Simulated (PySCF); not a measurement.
# Oxygen: the same states on changed settings

These states were run before on sound settings. What differs here: a valence shell is frozen, unsound on purpose. What does it move?

Method: unrestricted determinants in a Gaussian basis, no spin-orbit coupling in the energies. Code: PySCF 2.14.0.

7 further runs of the same task are left out: 1 that didn't finish, 6 set aside as unsound or not needed.

## (1) What is computed

```
Element                                   : oxygen (Z = 8)
Basis                                     : cc-pVTZ
Hamiltonian                               : no relativity, point nucleus
State 1                                   : O: [He] 2s2 2p4, high-spin 3P determinant
State 2                                   : O⁺: [He] 2s2 2p3, high-spin 4S determinant
Methods                                   : MP2, CCSD(T)
Core shells frozen in the correlated runs : valence: [He] 2s2 (for O)
```

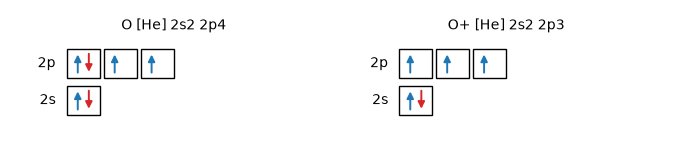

Outer shells as boxes.

The sound run (cc-pVTZ, no relativity, point nucleus, symmetry-adapted start, fine grid, valence correlation) gave:

| species | method | energy (hartree) |
| --- | --- | --- |
| O | UHF | -74.81176 |
| O | TPSS | -75.10065 |
| O | B3LYP | -75.09186 |
| O | MP2 (valence) | -74.95490 |
| O | CCSD(T) (valence) | -74.97396 |
| O⁺ | UHF | -74.37037 |
| O⁺ | TPSS | -74.58675 |
| O⁺ | B3LYP | -74.57417 |
| O⁺ | MP2 (valence) | -74.46801 |
| O⁺ | CCSD(T) (valence) | -74.48467 |

The runs were made by one driver on top of PySCF. The scripts below sum up each run's settings (the driver also hands on starting orbitals that pick excited configurations, and frozen orbitals as a list rather than a count), and the logs come from the driver's own runs. The driver starts from symmetry-adapted Hartree-Fock orbitals, holds the occupation by maximum overlap and uses a logarithmic radial grid for functionals, so a plain start would take other cycles.

It was started by

```sh
OMP_NUM_THREADS=1 python atomrun2.py TASK.json OUT
```

The integrals over 30 functions and the set-up took 0.01 s of CPU time.

## (2) Changed run, O: the ladder of methods

#### MP2 (valence)

input.py

```python
from pyscf import gto, scf, dft, mp, cc
import basis_set_exchange as bse
mol = gto.M(atom="O 0 0 0", charge=0, spin=2, symmetry="D2h",
            basis=gto.basis.parse(bse.get_basis("cc-pVTZ", elements=["O"], fmt="nwchem", header=False)))
mf = scf.UHF(mol)
mf.irrep_nelec = {'Ag': (2, 2), 'B1u': (1, 0), 'B2u': (1, 1), 'B3u': (1, 0)}
mf.kernel()
mp.UMP2(mf, frozen=2).kernel()
```

The driver printed no log here.

Time after the integrals: 0.01 s (1 thread of Neoverse-V1, shared host).

With 4 electrons correlated, the MP2 correlation energy is -0.06705 hartree (-0.02461 same spin, -0.04244 opposite spin); the SCS form gives -0.05913. Largest pairs of shells: 2p-2p -0.0670.

#### CCSD(T) (valence)

input.py, as changed from the run before:

```diff
@@ -7,2 +7,3 @@
 mf.kernel()
-mp.UMP2(mf, frozen=2).kernel()
+mycc = cc.CCSD(mf, frozen=2).run()
+mycc.ccsd_t()
```

What it wrote:

```text
CC2 = 0
CCSD nocc = (np.int64(3), np.int64(1)), nmo = (28, 28)
frozen orbitals [[0, 1], [0, 1]]
max_cycle = 100
direct = 0
conv_tol = 1e-08
conv_tol_normt = 1e-06
diis_space = 8
diis_start_cycle = 0
Init t2, MP2 energy = -0.0670480717052784
Init E_corr(UCCSD) = -0.0670480717081945
cycle = 1  E_corr(UCCSD) = -0.072983047220373  dE = -0.00593497551  norm(t1,t2) = 0.0151124
cycle = 2  E_corr(UCCSD) = -0.0737565090313242  dE = -0.000773461811  norm(t1,t2) = 0.00502109
cycle = 3  E_corr(UCCSD) = -0.0740545775712482  dE = -0.00029806854  norm(t1,t2) = 0.00262159
cycle = 4  E_corr(UCCSD) = -0.0740333469744336  dE = 2.12305968e-05  norm(t1,t2) = 0.000737998
cycle = 5  E_corr(UCCSD) = -0.074043031280266  dE = -9.68430583e-06  norm(t1,t2) = 0.000134925
cycle = 6  E_corr(UCCSD) = -0.074042586060694  dE = 4.45219572e-07  norm(t1,t2) = 3.20242e-05
cycle = 7  E_corr(UCCSD) = -0.0740424571395718  dE = 1.28921122e-07  norm(t1,t2) = 3.3121e-06
cycle = 8  E_corr(UCCSD) = -0.0740424698084979  dE = -1.26689261e-08  norm(t1,t2) = 8.05619e-07
cycle = 9  E_corr(UCCSD) = -0.0740424698932944  dE = -8.47965309e-11  norm(t1,t2) = 1.40993e-07
UCCSD converged
E(UCCSD) = -74.88579908947344  E_corr = -0.07404246989329441
UCCSD(T) correction = -0.000955001142182511
```

It took 0.27 s on 1 thread of Neoverse-V1, shared host, the integrals not counted.

CCSD correlation -0.07404 hartree, triples -0.00096; total -74.886754. T1 = 0.003, largest double amplitude 0.048.

## (3) Changed run, O⁺

#### MP2 (valence)

input.py

```python
from pyscf import gto, scf, dft, mp, cc
import basis_set_exchange as bse
mol = gto.M(atom="O 0 0 0", charge=1, spin=3, symmetry="D2h",
            basis=gto.basis.parse(bse.get_basis("cc-pVTZ", elements=["O"], fmt="nwchem", header=False)))
mf = scf.UHF(mol)
mf.irrep_nelec = {'Ag': (2, 2), 'B1u': (1, 0), 'B2u': (1, 0), 'B3u': (1, 0)}
mf.kernel()
mp.UMP2(mf, frozen=2).kernel()
```

No log was kept for this step.

Time after the integrals: 0.01 s (1 thread of Neoverse-V1, shared host).

With 3 electrons correlated, the MP2 correlation energy is -0.02347 hartree (-0.02347 same spin, 0.00000 opposite spin); the SCS form gives -0.00782. Largest pairs of shells: 2p-2p -0.0235.

#### CCSD(T) (valence)

input.py, as changed from the run before:

```diff
@@ -7,2 +7,3 @@
 mf.kernel()
-mp.UMP2(mf, frozen=2).kernel()
+mycc = cc.CCSD(mf, frozen=2).run()
+mycc.ccsd_t()
```

What it wrote:

```text
CC2 = 0
CCSD nocc = (np.int64(3), np.int64(0)), nmo = (28, 28)
frozen orbitals [[0, 1], [0, 1]]
max_cycle = 100
direct = 0
conv_tol = 1e-08
conv_tol_normt = 1e-06
diis_space = 8
diis_start_cycle = 0
Init t2, MP2 energy = -0.0234650234855283
Init E_corr(UCCSD) = -0.0234650234856922
cycle = 1  E_corr(UCCSD) = -0.0267601807121641  dE = -0.00329515723  norm(t1,t2) = 0.00983923
cycle = 2  E_corr(UCCSD) = -0.0272669607997536  dE = -0.000506780088  norm(t1,t2) = 0.00197924
cycle = 3  E_corr(UCCSD) = -0.0273797499724492  dE = -0.000112789173  norm(t1,t2) = 0.000501559
cycle = 4  E_corr(UCCSD) = -0.0273743717837922  dE = 5.37818866e-06  norm(t1,t2) = 4.81534e-05
cycle = 5  E_corr(UCCSD) = -0.0273743867458337  dE = -1.49620415e-08  norm(t1,t2) = 7.77846e-07
cycle = 6  E_corr(UCCSD) = -0.0273743849294014  dE = 1.8164323e-09  norm(t1,t2) = 4.44163e-08
UCCSD converged
E(UCCSD) = -74.39774865784325  E_corr = -0.02737438492940145
UCCSD(T) correction = -9.92846425684506e-05
```

Time after the integrals: 0.12 s (1 thread of Neoverse-V1, shared host).

CCSD correlation -0.02737 hartree, triples -0.00010; total -74.397848. T1 = 0.001, largest double amplitude 0.021.

## (4) What moved

| species | method | converged | energy less sound run (eV) |
| --- | --- | --- | --- |
| O | MP2 (valence) | yes | +2.0707 |
| O | CCSD(T) (valence) | yes | +2.3730 |
| O⁺ | MP2 (valence) | yes | +2.0183 |
| O⁺ | CCSD(T) (valence) | yes | +2.3626 |

Ionisation energy of O:

| method | sound run (eV) | changed run (eV) | shift (eV) |
| --- | --- | --- | --- |
| UHF | 12.011 | 12.011 | +0.000 |
| MP2 | 13.249 | 13.197 | -0.052 |
| SCS-MP2 | 13.347 | 13.407 | +0.060 |
| CCSD | 13.279 | 13.281 | +0.002 |
| CCSD(T) | 13.314 | 13.304 | -0.010 |

## (5) What came out

| quantity | value |
| --- | --- |
| change | a valence shell is frozen |
| runs converged | 4 of 4 |
| largest shift of a converged total energy | 2.37 eV |
| largest shift of the ionisation energy | +0.060 eV (SCS-MP2) |

In words: The ionisation energy moves by up to 0.06 eV, at SCS-MP2. Freezing a valence shell removes pair correlation that changes on ionisation. The setting is unsound on purpose, so these numbers are no properties of the atom.
